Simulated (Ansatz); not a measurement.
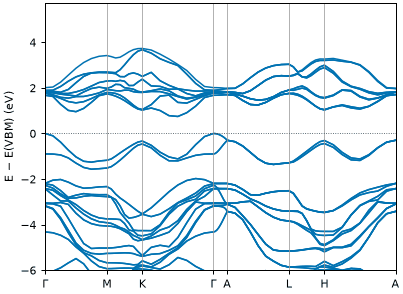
Figure. Band structure from r²SCAN with spin–orbit coupling (plane waves, PAW; program Ansatz)

**Question.** Read off the gap and where the band edges lie.

**Answer.** About 0.7 eV (0.73 eV by a search for the band edges); maximum at Γ, minimum on the K–Γ line, 45 % of the way from K.

The material is LiNbSe₂ in space group P6_3/mmc (No. 194; Li on 2a, Nb on 2b, Se on 4f).

The first step of the workflow began from a Materials Project structure, measured or hypothetical; the Crystallography Open Database copy checked does not list it. Its standing as an ambient phase is unchecked. The r²SCAN relaxation kept the symmetry of its start; whether a distortion lowers the energy is not shown. The run is not spin-polarised.

Potentials: the later of the program's two PAW sets.
